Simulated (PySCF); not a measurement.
**CH₃GeN: electronic excitations at several levels of theory, part 1 of 2**

Aim: compute the electronic excitations of CH₃GeN (`N#[C][GeH3]`) at several levels, and see how far they spread and what each costs.

Programs: PySCF 2.14.0, with density-fitted response routines of our own. Each step states its level of theory. These are calculated values for one molecule in the gas phase, unless marked as measured. Atoms count from 0, in the outputs and in this text.

## 1. Starting geometry

6 atoms, charge 0, multiplicity 1; geometry from: PBE0-D3(BJ)/def2-SVP.

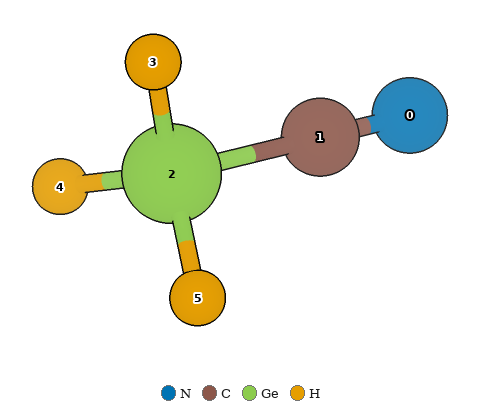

The starting geometry (nitrogen blue, carbon brown, germanium green, hydrogen amber), atoms numbered; sticks join atoms by distance.

## 2. Excited states and response: B3LYP/def2-SVPD

Job settings and geometry (Å):

```
{"job": {"kind": "uv", "xc": "B3LYP", "basis": "def2-SVPD", "ip": true}, "charge": 0, "multiplicity": 1}
N      2.468229     0.205690     0.026087
C      1.313228     0.108584     0.009570
Ge    -0.604772    -0.056682    -0.015901
H     -1.156658     1.210120    -0.674098
H     -0.933989    -1.310567    -0.829857
H     -1.061596    -0.187365     1.439191
```

Level: TDDFT B3LYP/def2-SVPD, vertical, gas phase, core orbitals frozen in the response.

On the command line:

```bash
> OMP_NUM_THREADS=1 python probes_run.py task.json out
```

One launch serves the whole session: the jobs run in the order shown.

Output:

```text
coarse grid: 25136 points
cycle   1  E = -2171.3070609453  dE = -4.693e-01  |g| = 5.454e-01  |ddm| = 2.818e+00
cycle   2  E = -2171.1360200559  dE =  1.710e-01  |g| = 1.028e+00  |ddm| = 1.470e+00
cycle   3  E = -2171.3433754539  dE = -2.074e-01  |g| = 2.721e-01  |ddm| = 1.094e+00
cycle   4  E = -2171.3577959883  dE = -1.442e-02  |g| = 1.784e-02  |ddm| = 2.129e-01
cycle   5  E = -2171.3578563733  dE = -6.038e-05  |g| = 1.198e-03  |ddm| = 2.307e-02
cycle   6  E = -2171.3578567023  dE = -3.290e-07  |g| = 4.505e-04  |ddm| = 2.515e-03
final grid: 51360 points
cycle   7  E = -2171.3578337632  dE =  1.862e-08  |g| = 5.458e-04  |ddm| = 1.597e-03
cycle   8  E = -2171.3578336018  dE =  1.614e-07  |g| = 1.012e-03  |ddm| = 1.675e-03
cycle   9  E = -2171.3578338261  dE = -2.243e-07  |g| = 2.825e-04  |ddm| = 1.072e-03
cycle  10  E = -2171.3578338453  dE = -1.917e-08  |g| = 1.041e-05  |ddm| = 2.386e-04
cycle  11  E = -2171.3578338453  dE = -1.819e-11  |g| = 1.196e-06  |ddm| = 6.692e-06
converged SCF energy = -2171.3578338453

Static polarisability (au): isotropic 46.256, principal 40.309 40.310 58.148

Singlet excitations
state   eV       nm        f      main configurations
  1   7.1102    174.4   0.00000   H->L 0.40, H-1->L+1 0.39
  2   7.3567    168.5   0.00307   H-1->L 0.33, H->L+1 0.33, H-1->L+1 0.14
  3   7.3570    168.5   0.00308   H-1->L+1 0.33, H->L 0.33, H-1->L 0.14
  4   8.0910    153.2   0.00033   H-2->L 0.81, H-1->L+2 0.10
  5   8.0913    153.2   0.00020   H-2->L+1 0.80, H->L+2 0.12
  6   8.1098    152.9   0.01775   H->L+2 0.85, H-2->L+1 0.11
  7   8.1110    152.9   0.01763   H-1->L+2 0.88, H-2->L 0.09
  8   8.4350    147.0   0.00040   H->L+3 0.93
  9   8.4360    147.0   0.00041   H-1->L+3 0.93
 10   8.6518    143.3   0.00037   H-2->L+2 0.82

Triplet excitations (Tamm-Dancoff, eV): 5.8853 6.3852 6.3853 7.0055
Vertical ionisation energy (delta-SCF) = 12.0109 eV
```

Run time: 50 s. Hardware: 1 thread of Arm Neoverse N1, shared host; peak memory 0.44 GiB.

Frontier orbitals and where they lie:

```tsv
orbital	eV	atoms
HOMO−3	-10.72	Ge2 35 %, H4 20 %, H5 17 %
HOMO−2	-9.98	N0 71 %, C1 19 %, Ge2 6 %
HOMO−1	-9.46	N0 41 %, C1 34 %, Ge2 11 %
HOMO	-9.46	N0 41 %, C1 34 %, Ge2 11 %
LUMO	-0.60	Ge2 28 %, N0 28 %, C1 28 %
LUMO+1	-0.60	Ge2 28 %, N0 28 %, C1 28 %
LUMO+2	-0.51	Ge2 49 %, H3 13 %, H4 13 %
```

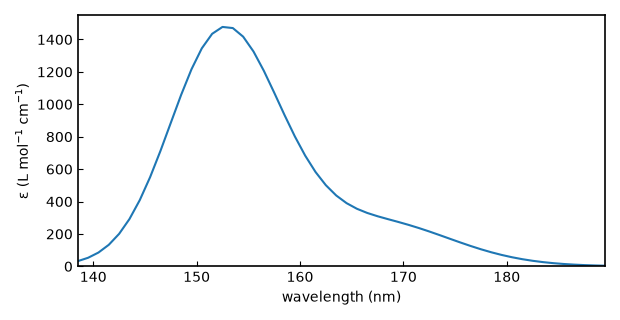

Absorption spectrum: each of the 10 states is a Gaussian band of 0.4 eV half-width at 1/e. Beyond the last state computed it falls off for lack of states.

Further results of this job:

```tsv
property	computed
dipole moment (D)	3.92
polarisability (Å³)	6.85
HOMO–LUMO gap (eV)	8.86
−ε(HOMO) (eV)	9.46
```

## 3. TDDFT and polarisability: PBE0/def2-SVPD

Same as in step 2 but for these lines:

```diff
@@ -1,2 +1,2 @@
-{"job": {"kind": "uv", "xc": "B3LYP", "basis": "def2-SVPD", "ip": true}, "charge": 0, "multiplicity": 1}
+{"job": {"kind": "uv", "xc": "PBE0", "basis": "def2-SVPD", "ip": true}, "charge": 0, "multiplicity": 1}
 N      2.468229     0.205690     0.026087
```

Method: TDDFT PBE0/def2-SVPD, vertical, gas phase, core orbitals frozen in the response.

Output:

```text
coarse grid: 25136 points
cycle   1  E = -2170.8873483215  dE = -4.846e-01  |g| = 4.935e-01  |ddm| = 2.795e+00
cycle   2  E = -2170.7597639236  dE =  1.276e-01  |g| = 9.052e-01  |ddm| = 1.276e+00
cycle   3  E = -2170.9233845199  dE = -1.636e-01  |g| = 2.077e-01  |ddm| = 9.221e-01
cycle   4  E = -2170.9315133870  dE = -8.129e-03  |g| = 2.127e-02  |ddm| = 1.709e-01
cycle   5  E = -2170.9316023087  dE = -8.892e-05  |g| = 2.043e-03  |ddm| = 2.697e-02
cycle   6  E = -2170.9316035970  dE = -1.288e-06  |g| = 5.469e-04  |ddm| = 3.701e-03
final grid: 51360 points
cycle   7  E = -2170.9315893547  dE = -1.728e-08  |g| = 5.038e-04  |ddm| = 1.730e-03
cycle   8  E = -2170.9315893282  dE =  2.644e-08  |g| = 6.175e-04  |ddm| = 1.329e-03
cycle   9  E = -2170.9315894122  dE = -8.393e-08  |g| = 2.587e-04  |ddm| = 7.993e-04
cycle  10  E = -2170.9315894273  dE = -1.511e-08  |g| = 5.299e-06  |ddm| = 2.022e-04
cycle  11  E = -2170.9315894273  dE = -9.095e-13  |g| = 2.388e-06  |ddm| = 6.358e-06
converged SCF energy = -2170.9315894273

Static polarisability (au): isotropic 45.847, principal 39.905 39.907 57.730

Singlet excitations
state   eV       nm        f      main configurations
  1   7.1530    173.3   0.00000   H->L 0.41, H-1->L+1 0.40
  2   7.4880    165.6   0.00349   H-1->L 0.34, H->L+1 0.34, H-1->L+1 0.11
  3   7.4883    165.6   0.00349   H-1->L+1 0.34, H->L 0.34, H-1->L 0.11
  4   8.1965    151.3   0.00356   H-2->L 0.89
  5   8.1972    151.3   0.00354   H-2->L+1 0.89
  6   8.4387    146.9   0.02006   H->L+2 0.98
  7   8.4403    146.9   0.02007   H-1->L+2 0.98
  8   8.6570    143.2   0.00019   H->L+3 0.92
  9   8.6581    143.2   0.00020   H-1->L+3 0.93
 10   8.9384    138.7   0.00000   H-3->L 0.38, H-4->L+1 0.38

Triplet excitations (Tamm-Dancoff, eV): 5.8233 6.3691 6.3692 7.0142
Vertical ionisation energy (delta-SCF) = 12.6712 eV
```

Wall time 41 s (1 thread of Arm Neoverse N1, shared host); peak memory 0.44 GiB.

Key values: HOMO -9.72 eV, LUMO -0.36 eV; lowest singlet 7.15 eV.

## 4. TDDFT and polarisability: BHandHLYP/def2-SVPD

Same as in step 3 but for these lines:

```diff
@@ -1,2 +1,2 @@
-{"job": {"kind": "uv", "xc": "PBE0", "basis": "def2-SVPD", "ip": true}, "charge": 0, "multiplicity": 1}
+{"job": {"kind": "uv", "xc": "BHandHLYP", "basis": "def2-SVPD", "ip": true}, "charge": 0, "multiplicity": 1}
 N      2.468229     0.205690     0.026087
```

Method: TDDFT BHandHLYP/def2-SVPD, vertical, gas phase, core orbitals frozen in the response.

Output:

```text
coarse grid: 25136 points
cycle   1  E = -2171.1790204136  dE = -5.043e-01  |g| = 4.660e-01  |ddm| = 2.709e+00
cycle   2  E = -2171.1206300592  dE =  5.839e-02  |g| = 7.238e-01  |ddm| = 1.041e+00
cycle   3  E = -2171.2285659723  dE = -1.079e-01  |g| = 9.270e-02  |ddm| = 6.983e-01
cycle   4  E = -2171.2298743961  dE = -1.308e-03  |g| = 3.491e-02  |ddm| = 1.101e-01
cycle   5  E = -2171.2300933530  dE = -2.190e-04  |g| = 2.681e-03  |ddm| = 4.579e-02
cycle   6  E = -2171.2300961413  dE = -2.788e-06  |g| = 7.066e-04  |ddm| = 5.834e-03
final grid: 51360 points
cycle   7  E = -2171.2300809023  dE = -5.112e-08  |g| = 6.748e-04  |ddm| = 2.138e-03
cycle   8  E = -2171.2300807785  dE =  1.238e-07  |g| = 1.048e-03  |ddm| = 1.510e-03
cycle   9  E = -2171.2300810075  dE = -2.290e-07  |g| = 1.260e-04  |ddm| = 9.644e-04
cycle  10  E = -2171.2300810113  dE = -3.783e-09  |g| = 2.776e-05  |ddm| = 1.277e-04
cycle  11  E = -2171.2300810114  dE = -1.351e-10  |g| = 8.886e-06  |ddm| = 3.866e-05
converged SCF energy = -2171.2300810114

Static polarisability (au): isotropic 44.718, principal 39.119 39.120 55.915

Singlet excitations
state   eV       nm        f      main configurations
  1   6.9660    178.0   0.00000   H->L+2 0.35, H-1->L+1 0.34
  2   7.3457    168.8   0.00184   H-1->L+2 0.38, H->L+1 0.38
  3   7.3459    168.8   0.00182   H-1->L+1 0.38, H->L+2 0.37
  4   8.6079    144.0   0.00395   H-2->L+2 0.74, H-2->L+5 0.09
  5   8.6087    144.0   0.00393   H-2->L+1 0.74, H-2->L+4 0.09
  6   8.9328    138.8   0.03124   H->L 0.93
  7   8.9345    138.8   0.03120   H-1->L 0.93
  8   9.1430    135.6   0.00067   H->L+3 0.80, H-3->L+3 0.08
  9   9.1441    135.6   0.00069   H-1->L+3 0.80, H-4->L+3 0.08
 10   9.4488    131.2   0.00000   H-3->L+2 0.31, H-4->L+1 0.31, H->L+2 0.09

Triplet excitations (Tamm-Dancoff, eV): 5.6745 6.2744 6.2745 7.0683
Vertical ionisation energy (delta-SCF) = 12.1036 eV
```

It took 29 s on 1 thread of Arm Neoverse N1, shared host; peak memory 0.44 GiB.

Key values: HOMO -10.90 eV, LUMO 0.31 eV; lowest singlet 6.97 eV.

## 5. Excited states and response: CAM-B3LYP/def2-SVPD

Same as in step 4 but for these lines:

```diff
@@ -1,2 +1,2 @@
-{"job": {"kind": "uv", "xc": "BHandHLYP", "basis": "def2-SVPD", "ip": true}, "charge": 0, "multiplicity": 1}
+{"job": {"kind": "uv", "xc": "CAM-B3LYP", "basis": "def2-SVPD", "ip": true}, "charge": 0, "multiplicity": 1}
 N      2.468229     0.205690     0.026087
```

Level: TDDFT CAM-B3LYP/def2-SVPD, vertical, gas phase, core orbitals frozen in the response.

Output:

```text
coarse grid: 25136 points
cycle   1  E = -2171.3213201738  dE = -5.134e-01  |g| = 5.565e-01  |ddm| = 2.778e+00
cycle   2  E = -2171.2370473525  dE =  8.427e-02  |g| = 8.666e-01  |ddm| = 1.284e+00
cycle   3  E = -2171.3788873384  dE = -1.418e-01  |g| = 1.343e-01  |ddm| = 8.378e-01
cycle   4  E = -2171.3817566007  dE = -2.869e-03  |g| = 3.525e-02  |ddm| = 1.334e-01
cycle   5  E = -2171.3819969320  dE = -2.403e-04  |g| = 3.546e-03  |ddm| = 5.005e-02
cycle   6  E = -2171.3820011682  dE = -4.236e-06  |g| = 8.802e-04  |ddm| = 7.222e-03
final grid: 51360 points
cycle   7  E = -2171.3819781787  dE = -1.770e-07  |g| = 6.090e-04  |ddm| = 2.675e-03
cycle   8  E = -2171.3819782213  dE = -4.265e-08  |g| = 4.935e-04  |ddm| = 1.312e-03
cycle   9  E = -2171.3819782776  dE = -5.629e-08  |g| = 1.555e-04  |ddm| = 6.810e-04
cycle  10  E = -2171.3819782827  dE = -5.109e-09  |g| = 2.646e-05  |ddm| = 1.316e-04
cycle  11  E = -2171.3819782829  dE = -1.551e-10  |g| = 1.038e-05  |ddm| = 4.413e-05
converged SCF energy = -2171.3819782829

Static polarisability (au): isotropic 45.666, principal 39.978 39.979 57.042

Singlet excitations
state   eV       nm        f      main configurations
  1   7.1515    173.4   0.00000   H->L+2 0.35, H-1->L+1 0.35
  2   7.4806    165.7   0.00254   H-1->L+2 0.39, H->L+1 0.39
  3   7.4808    165.7   0.00253   H-1->L+1 0.39, H->L+2 0.39
  4   8.4232    147.2   0.00456   H-2->L+2 0.72, H-2->L+1 0.14
  5   8.4240    147.2   0.00453   H-2->L+1 0.72, H-2->L+2 0.14
  6   8.6812    142.8   0.03206   H->L 0.92
  7   8.6831    142.8   0.03206   H-1->L 0.92
  8   8.9280    138.9   0.00123   H->L+3 0.78, H-3->L+3 0.10
  9   8.9292    138.9   0.00126   H-1->L+3 0.78, H-4->L+3 0.10
 10   9.1954    134.8   0.00000   H-3->L+2 0.31, H-4->L+1 0.31

Triplet excitations (Tamm-Dancoff, eV): 5.8880 6.4300 6.4302 7.1770
Vertical ionisation energy (delta-SCF) = 12.2587 eV
```

It took 34 s on 1 thread of Arm Neoverse N1, shared host; peak memory 0.45 GiB.

Key values: HOMO -11.11 eV, LUMO 0.42 eV; lowest singlet 7.15 eV.

## 6. TDDFT and polarisability: wB97X-D/def2-SVPD

Same as in step 5 but for these lines:

```diff
@@ -1,2 +1,2 @@
-{"job": {"kind": "uv", "xc": "CAM-B3LYP", "basis": "def2-SVPD", "ip": true}, "charge": 0, "multiplicity": 1}
+{"job": {"kind": "uv", "xc": "wB97X-D", "basis": "def2-SVPD", "ip": true}, "charge": 0, "multiplicity": 1}
 N      2.468229     0.205690     0.026087
```

Method: TDDFT wB97X-D/def2-SVPD, vertical, gas phase, core orbitals frozen in the response.

Output:

```text
coarse grid: 25136 points
cycle   1  E = -2171.2716069351  dE = -5.351e-01  |g| = 5.520e-01  |ddm| = 2.746e+00
cycle   2  E = -2171.2061247151  dE =  6.548e-02  |g| = 8.197e-01  |ddm| = 1.216e+00
cycle   3  E = -2171.3358236958  dE = -1.297e-01  |g| = 9.765e-02  |ddm| = 7.633e-01
cycle   4  E = -2171.3372084801  dE = -1.385e-03  |g| = 3.866e-02  |ddm| = 1.281e-01
cycle   5  E = -2171.3374879984  dE = -2.795e-04  |g| = 4.118e-03  |ddm| = 6.081e-02
cycle   6  E = -2171.3374948187  dE = -6.820e-06  |g| = 9.941e-04  |ddm| = 1.295e-02
final grid: 51360 points
cycle   7  E = -2171.3372010278  dE = -9.825e-07  |g| = 6.161e-04  |ddm| = 4.070e-03
cycle   8  E = -2171.3372010916  dE = -6.381e-08  |g| = 4.951e-04  |ddm| = 1.345e-03
cycle   9  E = -2171.3372011325  dE = -4.089e-08  |g| = 1.707e-04  |ddm| = 6.126e-04
cycle  10  E = -2171.3372011391  dE = -6.633e-09  |g| = 7.346e-05  |ddm| = 1.841e-04
cycle  11  E = -2171.3372011405  dE = -1.348e-09  |g| = 1.566e-05  |ddm| = 1.434e-04
cycle  12  E = -2171.3372011405  dE = -4.729e-11  |g| = 2.124e-06  |ddm| = 2.070e-05
converged SCF energy = -2171.3372011405

Static polarisability (au): isotropic 45.759, principal 40.038 40.040 57.199

Singlet excitations
state   eV       nm        f      main configurations
  1   7.2002    172.2   0.00000   H->L+2 0.28, H-1->L+1 0.28, H->L+1 0.13
  2   7.5413    164.4   0.00258   H-1->L+2 0.33, H->L+1 0.33, H->L+2 0.09
  3   7.5414    164.4   0.00257   H-1->L+1 0.33, H->L+2 0.33, H-1->L+2 0.09
  4   8.4181    147.3   0.00468   H-2->L+2 0.72, H-2->L+1 0.17
  5   8.4191    147.3   0.00464   H-2->L+1 0.72, H-2->L+2 0.17
  6   8.8713    139.8   0.03480   H->L 0.87
  7   8.8733    139.7   0.03471   H-1->L 0.87
  8   9.0431    137.1   0.00263   H->L+3 0.72, H-3->L+3 0.13
  9   9.0445    137.1   0.00267   H-1->L+3 0.72, H-4->L+3 0.13
 10   9.2024    134.7   0.00000   H-3->L+2 0.24, H-4->L+1 0.24, H-3->L+1 0.13

Triplet excitations (Tamm-Dancoff, eV): 5.9929 6.5953 6.5954 7.2256
Vertical ionisation energy (delta-SCF) = 12.2205 eV
```

It took 33 s on 1 thread of Arm Neoverse N1, shared host; peak memory 0.45 GiB.

This run: HOMO -11.63 eV, LUMO 1.30 eV; lowest singlet 7.20 eV.

## 7. Excited states and response: LC-wPBE/def2-SVPD

Same as in step 6 but for these lines:

```diff
@@ -1,2 +1,2 @@
-{"job": {"kind": "uv", "xc": "wB97X-D", "basis": "def2-SVPD", "ip": true}, "charge": 0, "multiplicity": 1}
+{"job": {"kind": "uv", "xc": "LC-wPBE", "basis": "def2-SVPD", "ip": true}, "charge": 0, "multiplicity": 1}
 N      2.468229     0.205690     0.026087
```

Method: TDDFT LC-wPBE/def2-SVPD, vertical, gas phase, core orbitals frozen in the response.

Output:

```text
coarse grid: 25136 points
cycle   1  E = -2170.8923354060  dE = -5.571e-01  |g| = 6.097e-01  |ddm| = 2.791e+00
cycle   2  E = -2170.8571894633  dE =  3.515e-02  |g| = 7.944e-01  |ddm| = 1.211e+00
cycle   3  E = -2170.9671304675  dE = -1.099e-01  |g| = 8.783e-02  |ddm| = 7.420e-01
cycle   4  E = -2170.9682593051  dE = -1.129e-03  |g| = 4.547e-02  |ddm| = 1.263e-01
cycle   5  E = -2170.9686412056  dE = -3.819e-04  |g| = 3.970e-03  |ddm| = 7.053e-02
cycle   6  E = -2170.9686495788  dE = -8.373e-06  |g| = 9.077e-04  |ddm| = 1.691e-02
final grid: 51360 points
cycle   7  E = -2170.9686252978  dE = -9.216e-07  |g| = 6.049e-04  |ddm| = 4.415e-03
cycle   8  E = -2170.9686253490  dE = -5.117e-08  |g| = 5.476e-04  |ddm| = 1.207e-03
cycle   9  E = -2170.9686253952  dE = -4.628e-08  |g| = 1.234e-04  |ddm| = 6.079e-04
cycle  10  E = -2170.9686253992  dE = -3.977e-09  |g| = 6.076e-05  |ddm| = 1.497e-04
cycle  11  E = -2170.9686254002  dE = -9.773e-10  |g| = 1.999e-05  |ddm| = 1.252e-04
converged SCF energy = -2170.9686254002

Static polarisability (au): isotropic 44.662, principal 39.120 39.121 55.744

Singlet excitations
state   eV       nm        f      main configurations
  1   7.2876    170.1   0.00000   H->L+2 0.31, H-1->L+1 0.31
  2   7.7096    160.8   0.00229   H-1->L+2 0.35, H->L+1 0.35
  3   7.7097    160.8   0.00227   H-1->L+1 0.35, H->L+2 0.35
  4   8.6461    143.4   0.00563   H-2->L+2 0.72, H-2->L+5 0.10
  5   8.6470    143.4   0.00561   H-2->L+1 0.72, H-2->L+4 0.10
  6   9.3793    132.2   0.02125   H->L+3 0.53, H->L 0.20, H-3->L+3 0.13
  7   9.3807    132.2   0.01991   H-1->L+3 0.54, H-1->L 0.19, H-4->L+3 0.13
  8   9.4059    131.8   0.04902   H->L 0.62, H->L+3 0.11
  9   9.4074    131.8   0.05042   H-1->L 0.64, H-1->L+3 0.10
 10   9.5597    129.7   0.00000   H-3->L+2 0.28, H-4->L+1 0.27, H->L+2 0.10

Triplet excitations (Tamm-Dancoff, eV): 5.8744 6.4546 6.4547 7.3194
Vertical ionisation energy (delta-SCF) = 12.5183 eV
```

Wall time 41 s (1 thread of Arm Neoverse N1, shared host); peak memory 0.45 GiB.

Key values: HOMO -12.58 eV, LUMO 1.40 eV; lowest singlet 7.29 eV.

## 8. Ultraviolet spectrum: PBE0/6-31G*

Same as in step 7 but for these lines:

```diff
@@ -1,2 +1,2 @@
-{"job": {"kind": "uv", "xc": "LC-wPBE", "basis": "def2-SVPD", "ip": true}, "charge": 0, "multiplicity": 1}
+{"job": {"kind": "uv", "xc": "PBE0", "basis": "6-31G*"}, "charge": 0, "multiplicity": 1}
 N      2.468229     0.205690     0.026087
```

With the program's defaults for keys left out, this is: TDDFT PBE0/6-31G*, vertical, gas phase, core orbitals frozen in the response.

Output:

```text
coarse grid: 25136 points
cycle   1  E = -2170.9249848529  dE = -4.547e-01  |g| = 4.902e-01  |ddm| = 2.537e+00
cycle   2  E = -2170.7961369397  dE =  1.288e-01  |g| = 9.068e-01  |ddm| = 9.681e-01
cycle   3  E = -2170.9620535925  dE = -1.659e-01  |g| = 1.978e-01  |ddm| = 6.705e-01
cycle   4  E = -2170.9694389604  dE = -7.385e-03  |g| = 2.223e-02  |ddm| = 1.317e-01
cycle   5  E = -2170.9695311212  dE = -9.216e-05  |g| = 3.602e-03  |ddm| = 1.644e-02
cycle   6  E = -2170.9695351432  dE = -4.022e-06  |g| = 5.459e-04  |ddm| = 4.558e-03
final grid: 51360 points
cycle   7  E = -2170.9695305307  dE =  4.779e-08  |g| = 7.434e-04  |ddm| = 1.035e-03
cycle   8  E = -2170.9695300763  dE =  4.544e-07  |g| = 1.613e-03  |ddm| = 1.487e-03
cycle   9  E = -2170.9695306430  dE = -5.667e-07  |g| = 1.917e-04  |ddm| = 1.048e-03
cycle  10  E = -2170.9695306507  dE = -7.645e-09  |g| = 9.583e-06  |ddm| = 1.329e-04
cycle  11  E = -2170.9695306507  dE = -7.731e-12  |g| = 2.755e-06  |ddm| = 6.178e-06
converged SCF energy = -2170.9695306507

Static polarisability (au): isotropic 36.640, principal 30.441 30.441 49.039

Singlet excitations
state   eV       nm        f      main configurations
  1   7.2363    171.3   0.00000   H->L 0.46, H-1->L+1 0.46
  2   7.6086    163.0   0.00296   H-1->L 0.43, H->L+1 0.43
  3   7.6088    162.9   0.00294   H-1->L+1 0.44, H->L 0.43
  4   8.3417    148.6   0.00422   H-2->L 0.94
  5   8.3427    148.6   0.00420   H-2->L+1 0.94
  6   8.7665    141.4   0.00054   H->L+2 0.94
  7   8.7674    141.4   0.00055   H-1->L+2 0.94
  8   9.3309    132.9   0.02764   H-2->L+2 0.48, H->L+1 0.18, H-1->L 0.18
  9   9.3624    132.4   0.00000   H-3->L 0.46, H-4->L+1 0.45
 10   9.4706    130.9   0.00020   H->L+3 0.82

Triplet excitations (Tamm-Dancoff, eV): 5.8505 6.4213 6.4214 7.1007
```

It took 6.6 s on 1 thread of Arm Neoverse N1, shared host; peak memory 0.45 GiB.

Key values: HOMO -9.46 eV, LUMO 0.10 eV; lowest singlet 7.24 eV.

## 9. TDDFT and polarisability: PBE0/def2-SVP

Same as in step 8 but for these lines:

```diff
@@ -1,2 +1,2 @@
-{"job": {"kind": "uv", "xc": "PBE0", "basis": "6-31G*"}, "charge": 0, "multiplicity": 1}
+{"job": {"kind": "uv", "xc": "PBE0", "basis": "def2-SVP"}, "charge": 0, "multiplicity": 1}
 N      2.468229     0.205690     0.026087
```

Level: TDDFT PBE0/def2-SVP, vertical, gas phase, core orbitals frozen in the response.

Output:

```text
coarse grid: 25136 points
cycle   1  E = -2170.8794907318  dE = -4.809e-01  |g| = 4.952e-01  |ddm| = 2.599e+00
cycle   2  E = -2170.7419881117  dE =  1.375e-01  |g| = 9.248e-01  |ddm| = 9.285e-01
cycle   3  E = -2170.9186089457  dE = -1.766e-01  |g| = 1.961e-01  |ddm| = 6.733e-01
cycle   4  E = -2170.9258706423  dE = -7.262e-03  |g| = 2.102e-02  |ddm| = 1.334e-01
cycle   5  E = -2170.9259527201  dE = -8.208e-05  |g| = 2.839e-03  |ddm| = 1.682e-02
cycle   6  E = -2170.9259552084  dE = -2.488e-06  |g| = 5.413e-04  |ddm| = 3.705e-03
final grid: 51360 points
cycle   7  E = -2170.9259415929  dE =  1.880e-08  |g| = 6.350e-04  |ddm| = 1.043e-03
cycle   8  E = -2170.9259413224  dE =  2.705e-07  |g| = 1.276e-03  |ddm| = 1.227e-03
cycle   9  E = -2170.9259416769  dE = -3.546e-07  |g| = 2.135e-04  |ddm| = 8.567e-04
cycle  10  E = -2170.9259416877  dE = -1.075e-08  |g| = 5.385e-06  |ddm| = 1.699e-04
cycle  11  E = -2170.9259416877  dE =  2.274e-12  |g| = 2.046e-06  |ddm| = 3.209e-06
converged SCF energy = -2170.9259416877

Static polarisability (au): isotropic 39.112, principal 33.727 33.728 49.880

Singlet excitations
state   eV       nm        f      main configurations
  1   7.2130    171.9   0.00000   H->L 0.45, H-1->L+1 0.45
  2   7.5705    163.8   0.00491   H->L+1 0.41, H-1->L 0.41
  3   7.5707    163.8   0.00489   H-1->L+1 0.41, H->L 0.41
  4   8.2465    150.3   0.00550   H-2->L 0.95
  5   8.2476    150.3   0.00548   H-2->L+1 0.95
  6   8.8462    140.2   0.00269   H->L+2 0.90
  7   8.8471    140.1   0.00266   H-1->L+2 0.90
  8   9.1025    136.2   0.00000   H-3->L 0.45, H-4->L+1 0.44
  9   9.2465    134.1   0.16362   H->L+1 0.28, H-1->L 0.28, H-2->L+2 0.17
 10   9.4291    131.5   0.00956   H->L+3 0.35, H-4->L+1 0.23, H-3->L 0.22

Triplet excitations (Tamm-Dancoff, eV): 5.8551 6.4161 6.4162 6.9992
```

It took 7.2 s on 1 thread of Arm Neoverse N1, shared host; peak memory 0.45 GiB.

Key values: HOMO -9.61 eV, LUMO -0.15 eV; lowest singlet 7.21 eV.

(Continued in part 2 of 2.)
